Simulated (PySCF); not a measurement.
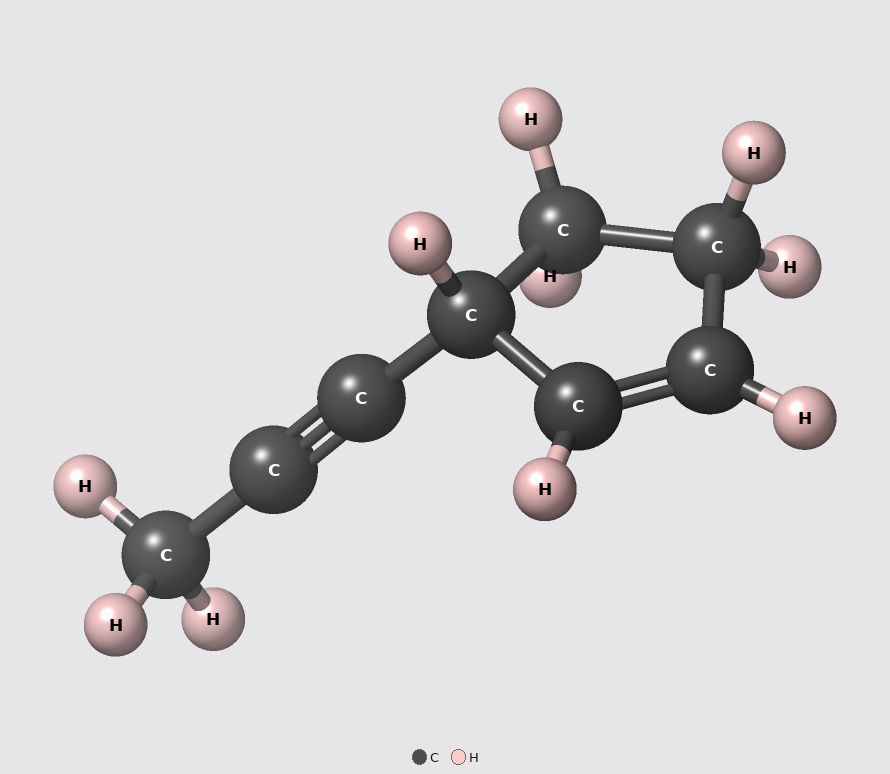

A ball-and-stick model of a molecule. Double and triple bonds are drawn as two and three sticks.

Computed geometry: GFN2-xTB optimisation. No frequency run is at hand to confirm it as a minimum.

> Which formula does it have?

C8H10, 18 atoms: 8 carbon and 10 hydrogen.

> Which point group does it belong to?

C1.

> Name functional groups in it.

Among them: alkene, alkyne.

More results for the same structure follow; atom numbers are the same in all pictures, views and colours differ.

## Electronic properties

No frequency run is at hand to confirm it as a minimum. Method: PBE0/pcSseg-1, gas phase (PySCF 2.14.0).

> Estimate the HOMO–LUMO gap.

7.52 eV.

> Give the HOMO energy (Kohn–Sham orbital) at this level.

−6.95 eV.

> Estimate the dipole moment.

0.24 D.

## NMR shielding

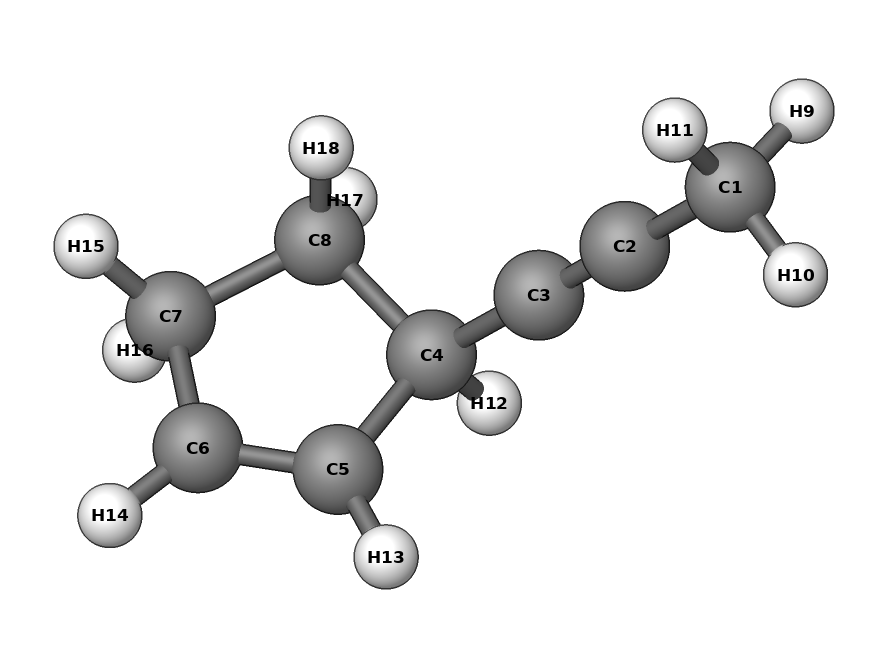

No frequency run is at hand to confirm it as a minimum. Properties computed with GIAO PBE0/pcSseg-1 NMR shielding, non-relativistic, gas phase (PySCF 2.14.0). Principal shieldings σ11 ≤ σ22 ≤ σ33, span Ω = σ33 − σ11, skew κ = 3(σiso − σ22)/Ω.

> Which C atom has the most anisotropic shielding?

C3, with a span of 279 ppm.

Give the shielding tensors of the C atoms.

| atom | σ11 | σ22 | σ33 | σiso | Ω | κ |
| --- | --- | --- | --- | --- | --- | --- |
| C1 | 174.9 | 175.1 | 196.4 | 182.1 | 21.5 | 0.97 |
| C2 | 24.8 | 28.7 | 258.5 | 104.0 | 233.7 | 0.97 |
| C3 | 0.1 | 13.5 | 279.3 | 97.6 | 279.2 | 0.90 |
| C4 | 124.1 | 153.8 | 163.6 | 147.2 | 39.5 | −0.50 |
| C5 | −60.3 | 70.1 | 128.3 | 46.0 | 188.6 | −0.38 |
| C6 | −57.8 | 63.0 | 141.3 | 48.8 | 199.1 | −0.21 |
| C7 | 123.6 | 154.9 | 170.5 | 149.6 | 47.0 | −0.33 |
| C8 | 121.5 | 158.3 | 176.8 | 152.2 | 55.4 | −0.33 |

Shieldings and span in ppm.

## Charges

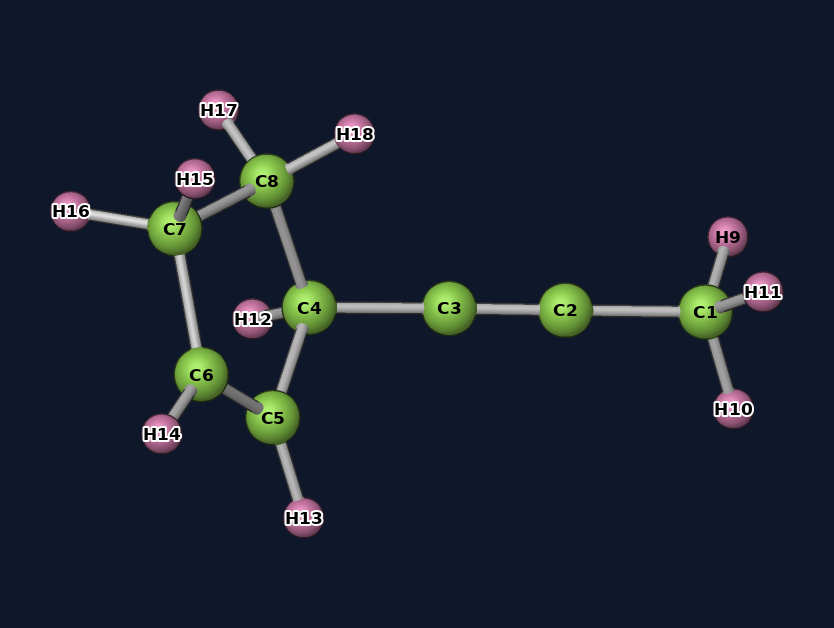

The questions are on ESP-fitted charges. No frequency run is at hand to confirm it as a minimum. Level of theory: PBE0/pcSseg-1, gas phase (PySCF 2.14.0).

List the ESP-fitted charges.

| atom | value (e) |
| --- | --- |
| C1 | −0.56 |
| C2 | 0.28 |
| C3 | −0.65 |
| C4 | 0.74 |
| C5 | −0.41 |
| C6 | −0.17 |
| C7 | 0.04 |
| C8 | −0.27 |
| H9 | 0.17 |
| H10 | 0.18 |
| H11 | 0.18 |
| H12 | −0.05 |
| H13 | 0.18 |
| H14 | 0.13 |
| H15 | 0.04 |
| H16 | 0.02 |
| H17 | 0.04 |
| H18 | 0.10 |

## Ring current

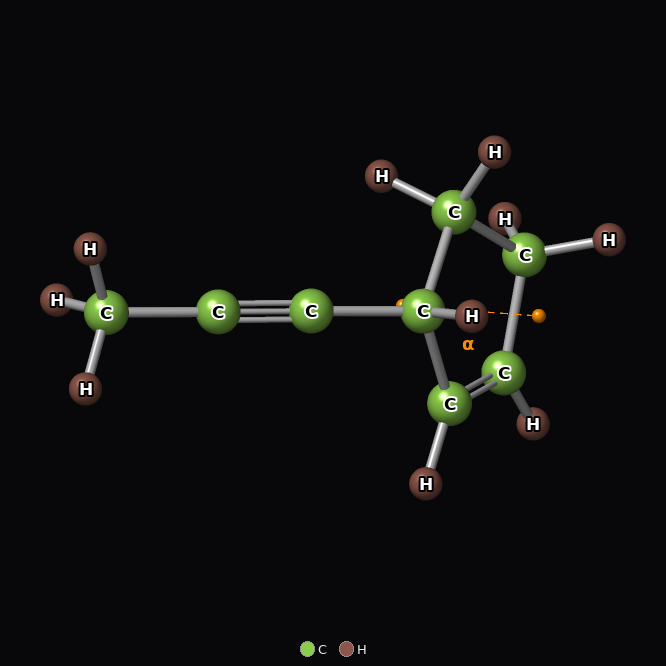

The small points mark where nucleus-independent chemical shifts (NICS) were computed: at the centre of each lettered ring and 1 Å above and below it. No frequency run is at hand to confirm it as a minimum. Method: GIAO PBE0/pcSseg-1 NMR shielding, non-relativistic, gas phase (PySCF 2.14.0).

Give NICS(0), NICS(1) and the out-of-plane component NICS(1)zz for each ring (means of the two sides).

```
ring  members  NICS(0)  NICS(1)  NICS(1)zz
   α       C5     −3.0     −3.2       −3.1
```

Values in ppm.

> What do the values say about the ring currents?

Ring α: weak, as in a non-aromatic ring. NICS is one index among several.
